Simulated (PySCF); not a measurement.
Run report: CH7O2PSi, geometry relaxation (part 1 of 2)

CH7O2PSi, SMILES CO[Si@@H](O)P, computed with PBE0-D3(BJ)/def2-SVP geometry optimisation, gas phase (PySCF 2.14.0).

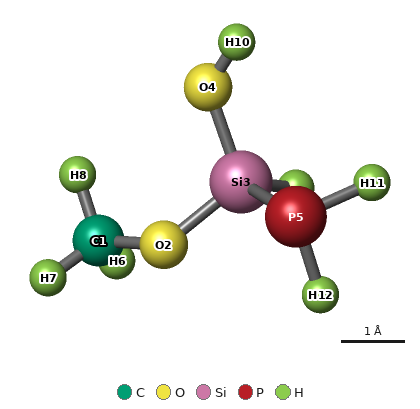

Figure 1. The starting structure (ball-and-stick view, seen at a tilt; atoms are numbered from 1 in the order of the input). Bond lengths as drawn: C–H 1.08 to 1.12 Å, C–O 1.37 Å, H–O 0.93 Å, H–P 1.37 Å, H–Si 1.44 Å, O–Si 1.61 to 1.62 Å and P–Si 2.24 Å.

### The input
```
{"job": {"xc": "PBE0", "basis": "def2-SVP", "d3": "d3bj", "grid": 1, "shake": 0.01, "kind": "geom"}, "charge": 0, "multiplicity": 1}
C     -1.914430    -0.833320     0.318600
O     -0.546270    -0.797300     0.424940
Si     0.442280     0.330560    -0.154500
O     -0.082430     1.799690     0.277140
P      2.353630    -0.138090     0.924920
H     -2.232650    -1.130530    -0.687370
H     -2.313780    -1.508790     1.055070
H     -2.330620     0.191020     0.489990
H      0.510210     0.315520    -1.593980
H      0.436300     2.567980     0.335000
H      3.151200     0.526990     0.031930
H      2.566250    -1.352000     0.333960
```

The first line tells a small driver script what to run in PySCF; the rest is the geometry in Å.

Run as:
```bash
OMP_NUM_THREADS=1 python <driver script> task.json out
```

### What the program printed
```
step   0  E = -822.87295720  max force = 0.031383
step   1  E = -822.88243810  max force = 0.007200
step   2  E = -822.88308515  max force = 0.001454
step   3  E = -822.88317731  max force = 0.001713
step   4  E = -822.88323469  max force = 0.000918
step   5  E = -822.88326603  max force = 0.000683
step   6  E = -822.88329751  max force = 0.001293
step   7  E = -822.88336112  max force = 0.002517
step   8  E = -822.88345127  max force = 0.003533
step   9  E = -822.88350190  max force = 0.002462
step  10  E = -822.88355160  max force = 0.000713
step  11  E = -822.88356091  max force = 0.000574
step  12  E = -822.88357603  max force = 0.000531
step  13  E = -822.88359355  max force = 0.000999
step  14  E = -822.88361128  max force = 0.000971
step  15  E = -822.88364919  max force = 0.001689
step  16  E = -822.88369970  max force = 0.001429
step  17  E = -822.88390120  max force = 0.001450
step  18  E = -822.88406807  max force = 0.002939
step  19  E = -822.88416536  max force = 0.002152
step  20  E = -822.88426488  max force = 0.002847
step  21  E = -822.88447439  max force = 0.001271
step  22  E = -822.88463582  max force = 0.000872
step  23  E = -822.88467405  max force = 0.000698
step  24  E = -822.88469694  max force = 0.000452
step  25  E = -822.88472260  max force = 0.000590
step  26  E = -822.88474966  max force = 0.001067
step  27  E = -822.88477948  max force = 0.001071
step  28  E = -822.88480596  max force = 0.000747
step  29  E = -822.88481929  max force = 0.000435
optimisation converged
```

### Trajectory as extended XYZ (Å, eV, eV/Å), 30 frames, from step=0 to step=29
```
12
Properties=species:S:1:pos:R:3:forces:R:3 step=0 energy=-22391.51368
C    -1.9144   -0.8333    0.3186   -0.7155   1.4118  -0.4392
O    -0.5463   -0.7973    0.4249    0.1926  -0.9902   0.5296
Si    0.4423    0.3306   -0.1545    1.5421  -0.0562   0.2461
O    -0.0824    1.7997    0.2771   -1.6138  -0.3027   0.3362
P     2.3536   -0.1381    0.9249   -0.8119   0.6326   1.5577
H    -2.2327   -1.1305   -0.6874   -0.1701  -0.2850  -0.2236
H    -2.3138   -1.5088    1.0551   -0.4265  -0.5591   0.5015
H    -2.3306    0.1910    0.4900   -0.0989  -0.4913   0.0702
H     0.5102    0.3155   -1.5940    0.0604  -0.2019  -1.1090
H     0.4363    2.5680    0.3350    1.0151   1.4151   0.1099
H     3.1512    0.5270    0.0319    0.8876   0.7536  -0.9195
H     2.5663   -1.3520    0.3340    0.1390  -1.3268  -0.6598
12
Properties=species:S:1:pos:R:3:forces:R:3 step=1 energy=-22391.77167
C    -1.7035   -0.6073    0.0810    0.1844  -0.1690   0.1453
O    -0.3004   -0.6097    0.2025   -0.0059   0.0634   0.0100
Si    0.7538    0.5274   -0.3718   -0.1891  -0.0079  -0.1454
O     0.1467    2.0069    0.0740    0.1227   0.3160   0.0186
P     2.7113    0.1291    0.6754    0.2750  -0.1558  -0.2384
H    -2.0240   -0.8995   -0.9347    0.0078   0.0183  -0.0123
H    -2.1164   -1.3414    0.7965    0.0624   0.0726  -0.1234
H    -2.1353    0.3759    0.3210    0.0000   0.1030  -0.0189
H     0.8208    0.4411   -1.8714    0.0339   0.0200   0.1348
H     0.6910    2.8028    0.1348   -0.1363  -0.3702  -0.0554
H     3.5224    0.8500   -0.2859   -0.2864  -0.1815   0.1877
H     2.9184   -1.1459    0.0305   -0.0685   0.2909   0.0973
12
Properties=species:S:1:pos:R:3:forces:R:3 step=2 energy=-22391.78928
C    -1.6876   -0.6081    0.0831    0.0467   0.0081   0.0043
O    -0.2904   -0.6114    0.2135    0.0258  -0.0069   0.0511
Si    0.7489    0.5298   -0.3670   -0.0098  -0.0111  -0.0023
O     0.1444    2.0111    0.0718   -0.0747   0.0588  -0.0064
P     2.6999    0.1232    0.6837    0.0639  -0.0309  -0.0211
H    -1.9973   -0.8934   -0.9379   -0.0267   0.0081  -0.0118
H    -2.1075   -1.3431    0.7870   -0.0021   0.0042  -0.0199
H    -2.1153    0.3812    0.3181   -0.0168  -0.0051  -0.0095
H     0.8289    0.4420   -1.8588    0.0140   0.0071   0.0149
H     0.7037    2.7893    0.1243    0.0295  -0.0544  -0.0201
H     3.4686    0.8413   -0.2905   -0.0303  -0.0209   0.0222
H     2.8887   -1.1327    0.0249   -0.0195   0.0429  -0.0013
12
Properties=species:S:1:pos:R:3:forces:R:3 step=3 energy=-22391.79179
C    -1.6842   -0.6074    0.0825   -0.0036   0.0139  -0.0314
O    -0.2888   -0.6115    0.2265   -0.0047  -0.0103   0.0506
Si    0.7482    0.5293   -0.3568    0.0284  -0.0046  -0.0032
O     0.1406    2.0133    0.0695   -0.0881   0.0018   0.0050
P     2.7031    0.1222    0.6880    0.0012  -0.0032   0.0352
H    -1.9875   -0.8873   -0.9426   -0.0002   0.0048  -0.0044
H    -2.1120   -1.3452    0.7773   -0.0055  -0.0108   0.0047
H    -2.1164    0.3806    0.3157    0.0001  -0.0060   0.0037
H     0.8336    0.4375   -1.8466    0.0078  -0.0057  -0.0141
H     0.7110    2.7827    0.1125    0.0514   0.0215  -0.0084
H     3.4585    0.8410   -0.2913    0.0169   0.0187  -0.0178
H     2.8789   -1.1260    0.0174   -0.0037  -0.0202  -0.0199
12
Properties=species:S:1:pos:R:3:forces:R:3 step=4 energy=-22391.79335
C    -1.6827   -0.6060    0.0806   -0.0299   0.0049  -0.0443
O    -0.2896   -0.6096    0.2446   -0.0027   0.0011   0.0472
Si    0.7472    0.5288   -0.3442    0.0346  -0.0031  -0.0189
O     0.1361    2.0169    0.0674   -0.0396  -0.0144   0.0116
P     2.7072    0.1212    0.6930   -0.0229   0.0050   0.0350
H    -1.9721   -0.8792   -0.9507    0.0067   0.0028   0.0020
H    -2.1202   -1.3488    0.7639   -0.0020  -0.0093   0.0073
H    -2.1200    0.3800    0.3128    0.0037  -0.0051   0.0100
H     0.8374    0.4273   -1.8333   -0.0020  -0.0097  -0.0137
H     0.7188    2.7781    0.0991    0.0276   0.0338  -0.0023
H     3.4532    0.8427   -0.2914    0.0217   0.0222  -0.0187
H     2.8696   -1.1220    0.0102    0.0049  -0.0280  -0.0152
12
Properties=species:S:1:pos:R:3:forces:R:3 step=5 energy=-22391.79420
C    -1.6831   -0.6047    0.0774   -0.0220  -0.0093  -0.0307
O    -0.2921   -0.6053    0.2615   -0.0036   0.0164   0.0351
Si    0.7467    0.5285   -0.3344    0.0152  -0.0050  -0.0247
O     0.1353    2.0208    0.0660    0.0165  -0.0127   0.0091
P     2.7098    0.1203    0.6980   -0.0220   0.0015   0.0105
H    -1.9575   -0.8719   -0.9596    0.0068   0.0034   0.0022
H    -2.1277   -1.3533    0.7500    0.0006  -0.0041   0.0009
H    -2.1267    0.3784    0.3104    0.0039  -0.0020   0.0082
H     0.8377    0.4155   -1.8234   -0.0081  -0.0059  -0.0041
H     0.7262    2.7771    0.0878   -0.0043   0.0178  -0.0006
H     3.4517    0.8446   -0.2891    0.0091   0.0102  -0.0036
H     2.8646   -1.1208    0.0073    0.0077  -0.0104  -0.0022
12
Properties=species:S:1:pos:R:3:forces:R:3 step=6 energy=-22391.79506
C    -1.6848   -0.6033    0.0722    0.0025  -0.0212  -0.0101
O    -0.2968   -0.5971    0.2829   -0.0051   0.0308   0.0204
Si    0.7461    0.5283   -0.3239   -0.0127  -0.0061  -0.0208
O     0.1391    2.0269    0.0646    0.0665  -0.0090   0.0026
P     2.7110    0.1188    0.7051   -0.0131  -0.0044  -0.0168
H    -1.9379   -0.8623   -0.9721    0.0013   0.0043  -0.0011
H    -2.1368   -1.3611    0.7299    0.0029   0.0008  -0.0067
H    -2.1381    0.3747    0.3072    0.0002   0.0021   0.0036
H     0.8336    0.3997   -1.8125   -0.0116  -0.0001   0.0053
H     0.7371    2.7788    0.0736   -0.0334  -0.0039  -0.0004
H     3.4509    0.8464   -0.2830   -0.0063  -0.0037   0.0134
H     2.8618   -1.1207    0.0080    0.0087   0.0103   0.0107
12
Properties=species:S:1:pos:R:3:forces:R:3 step=7 energy=-22391.79679
C    -1.6887   -0.6011    0.0591    0.0464  -0.0373   0.0288
O    -0.3105   -0.5734    0.3313   -0.0129   0.0502  -0.0112
Si    0.7436    0.5289   -0.3018   -0.0566  -0.0041  -0.0042
O     0.1551    2.0427    0.0612    0.1294  -0.0072  -0.0091
P     2.7096    0.1138    0.7226    0.0037  -0.0129  -0.0555
H    -1.8916   -0.8405   -1.0006   -0.0071   0.0056  -0.0069
H    -2.1525   -1.3823    0.6806    0.0039   0.0079  -0.0177
H    -2.1698    0.3625    0.2977   -0.0050   0.0065  -0.0058
H     0.8182    0.3656   -1.7887   -0.0134   0.0087   0.0175
H     0.7653    2.7861    0.0395   -0.0702  -0.0341  -0.0001
H     3.4481    0.8489   -0.2637   -0.0271  -0.0225   0.0362
H     2.8582   -1.1219    0.0147    0.0089   0.0392   0.0279
12
Properties=species:S:1:pos:R:3:forces:R:3 step=8 energy=-22391.79924
C    -1.6941   -0.6001    0.0308    0.0924  -0.0498   0.0898
O    -0.3468   -0.5109    0.4249   -0.0280   0.0549  -0.0829
Si    0.7352    0.5356   -0.2585   -0.1024   0.0069   0.0323
O     0.1996    2.0818    0.0528    0.1817  -0.0084  -0.0251
P     2.6981    0.0992    0.7612    0.0298  -0.0153  -0.0949
H    -1.7938   -0.7991   -1.0517   -0.0140   0.0060  -0.0136
H    -2.1627   -1.4330    0.5773    0.0006   0.0138  -0.0258
H    -2.2462    0.3246    0.2696   -0.0096   0.0099  -0.0163
H     0.7782    0.3055   -1.7390   -0.0097   0.0161   0.0288
H     0.8312    2.8035   -0.0341   -0.1016  -0.0608   0.0042
H     3.4394    0.8489   -0.2147   -0.0455  -0.0401   0.0589
H     2.8469   -1.1268    0.0334    0.0065   0.0668   0.0445
12
Properties=species:S:1:pos:R:3:forces:R:3 step=9 energy=-22391.80062
C    -1.6967   -0.6033    0.0223    0.0794  -0.0328   0.0767
O    -0.3598   -0.4916    0.4430   -0.0188   0.0448  -0.0796
Si    0.7319    0.5384   -0.2497   -0.0835   0.0047   0.0316
O     0.2193    2.0934    0.0503    0.1266  -0.0076  -0.0156
P     2.6909    0.0958    0.7735    0.0269  -0.0141  -0.0673
H    -1.7724   -0.7885   -1.0648   -0.0139   0.0035  -0.0119
H    -2.1596   -1.4527    0.5476    0.0036   0.0102  -0.0186
H    -2.2716    0.3070    0.2623   -0.0098   0.0069  -0.0134
H     0.7638    0.2945   -1.7279   -0.0021   0.0118   0.0206
H     0.8516    2.8110   -0.0557   -0.0729  -0.0492   0.0005
H     3.4370    0.8517   -0.1925   -0.0390  -0.0292   0.0443
H     2.8503   -1.1265    0.0437    0.0034   0.0508   0.0326
12
Properties=species:S:1:pos:R:3:forces:R:3 step=10 energy=-22391.80197
C    -1.7004   -0.6127    0.0162    0.0114   0.0039   0.0072
O    -0.3666   -0.4852    0.4334   -0.0010   0.0156  -0.0116
Si    0.7301    0.5394   -0.2533    0.0016  -0.0163   0.0040
O     0.2393    2.0967    0.0488   -0.0367   0.0018   0.0229
P     2.6803    0.0978    0.7850   -0.0051  -0.0078   0.0230
H    -1.7791   -0.7832   -1.0735   -0.0005  -0.0015  -0.0034
H    -2.1504   -1.4756    0.5294    0.0031  -0.0033   0.0000
H    -2.2898    0.2857    0.2676   -0.0016  -0.0018  -0.0005
H     0.7582    0.2995   -1.7307    0.0113  -0.0010  -0.0062
H     0.8602    2.8192   -0.0693    0.0155   0.0060  -0.0174
H     3.4320    0.8660   -0.1611    0.0003   0.0105  -0.0082
H     2.8711   -1.1184    0.0597    0.0014  -0.0061  -0.0099
12
Properties=species:S:1:pos:R:3:forces:R:3 step=11 energy=-22391.80222
C    -1.6998   -0.6158    0.0091   -0.0054   0.0005   0.0052
O    -0.3750   -0.4711    0.4474    0.0001   0.0098  -0.0187
Si    0.7279    0.5425   -0.2448    0.0102  -0.0135   0.0052
O     0.2467    2.1049    0.0460   -0.0295   0.0037   0.0225
P     2.6742    0.0952    0.7980   -0.0061  -0.0010   0.0191
H    -1.7610   -0.7737   -1.0838    0.0026  -0.0017   0.0010
H    -2.1421   -1.4926    0.5050   -0.0037  -0.0055   0.0012
H    -2.3081    0.2693    0.2630    0.0018  -0.0034   0.0010
H     0.7558    0.2916   -1.7207    0.0098  -0.0021  -0.0037
H     0.8711    2.8215   -0.0896    0.0125   0.0094  -0.0175
H     3.4255    0.8723   -0.1409    0.0068   0.0106  -0.0062
H     2.8697   -1.1148    0.0634    0.0007  -0.0068  -0.0092
12
Properties=species:S:1:pos:R:3:forces:R:3 step=12 energy=-22391.80264
C    -1.6987   -0.6252   -0.0006   -0.0273   0.0040  -0.0087
O    -0.3837   -0.4582    0.4561    0.0022  -0.0065  -0.0116
Si    0.7262    0.5464   -0.2360    0.0181  -0.0045   0.0017
O     0.2500    2.1130    0.0420   -0.0149   0.0040   0.0207
P     2.6646    0.0956    0.8195   -0.0072   0.0061   0.0101
H    -1.7448   -0.7615   -1.0974    0.0055  -0.0027   0.0057
H    -2.1267   -1.5220    0.4716   -0.0031  -0.0057   0.0044
H    -2.3304    0.2404    0.2636    0.0044  -0.0047   0.0028
H     0.7632    0.2861   -1.7104    0.0059  -0.0037  -0.0011
H     0.8743    2.8243   -0.1208    0.0043   0.0114  -0.0171
H     3.4167    0.8918   -0.1029    0.0116   0.0086  -0.0017
H     2.8742   -1.1015    0.0674    0.0006  -0.0063  -0.0054
12
Properties=species:S:1:pos:R:3:forces:R:3 step=13 energy=-22391.80311
C    -1.6961   -0.6488   -0.0199   -0.0514   0.0071  -0.0294
O    -0.3955   -0.4440    0.4585    0.0116  -0.0325   0.0162
Si    0.7247    0.5527   -0.2239    0.0222   0.0153  -0.0099
O     0.2466    2.1227    0.0346    0.0102  -0.0006   0.0118
P     2.6455    0.1032    0.8636   -0.0059   0.0143  -0.0068
H    -1.7274   -0.7406   -1.1219    0.0093  -0.0037   0.0103
H    -2.0901   -1.5821    0.4096   -0.0037  -0.0031   0.0068
H    -2.3668    0.1773    0.2729    0.0077  -0.0037   0.0035
H     0.7888    0.2817   -1.6960   -0.0006  -0.0031   0.0016
H     0.8599    2.8290   -0.1846   -0.0111   0.0102  -0.0150
H     3.4010    0.9426   -0.0176    0.0116   0.0024   0.0064
H     2.8943   -1.0645    0.0769    0.0002  -0.0028   0.0046
12
Properties=species:S:1:pos:R:3:forces:R:3 step=14 energy=-22391.80360
C    -1.6926   -0.6655   -0.0279   -0.0451   0.0126  -0.0332
O    -0.3927   -0.4524    0.4474    0.0185  -0.0499   0.0358
Si    0.7264    0.5527   -0.2224    0.0128   0.0283  -0.0175
O     0.2300    2.1184    0.0316    0.0277  -0.0028   0.0073
P     2.6383    0.1160    0.8857   -0.0046   0.0128  -0.0149
H    -1.7291   -0.7345   -1.1314    0.0062  -0.0045   0.0072
H    -2.0718   -1.6130    0.3841    0.0007   0.0015   0.0057
H    -2.3720    0.1452    0.2864    0.0042  -0.0014   0.0003
H     0.8130    0.2852   -1.6944   -0.0039  -0.0015   0.0022
H     0.8254    2.8297   -0.2198   -0.0213   0.0049  -0.0129
H     3.3939    0.9817    0.0299    0.0048  -0.0026   0.0086
H     2.9163   -1.0345    0.0828    0.0000   0.0026   0.0114
12
Properties=species:S:1:pos:R:3:forces:R:3 step=15 energy=-22391.80463
C    -1.6769   -0.7098   -0.0408   -0.0107   0.0222  -0.0285
O    -0.3655   -0.5004    0.4033    0.0286  -0.0869   0.0699
Si    0.7341    0.5480   -0.2275   -0.0193   0.0588  -0.0339
O     0.1661    2.0902    0.0278    0.0765  -0.0013   0.0067
P     2.6273    0.1616    0.9299    0.0009   0.0035  -0.0245
H    -1.7456   -0.7340   -1.1442   -0.0059  -0.0056  -0.0044
H    -2.0332   -1.6779    0.3437    0.0071   0.0116  -0.0003
H    -2.3531    0.0796    0.3285   -0.0079   0.0048  -0.0094
H     0.8806    0.3069   -1.6999   -0.0114   0.0054   0.0025
H     0.6933    2.8244   -0.3004   -0.0400  -0.0137  -0.0062
H     3.3741    1.0890    0.1321   -0.0147  -0.0134   0.0065
H     2.9836   -0.9483    0.0996   -0.0032   0.0145   0.0217
```
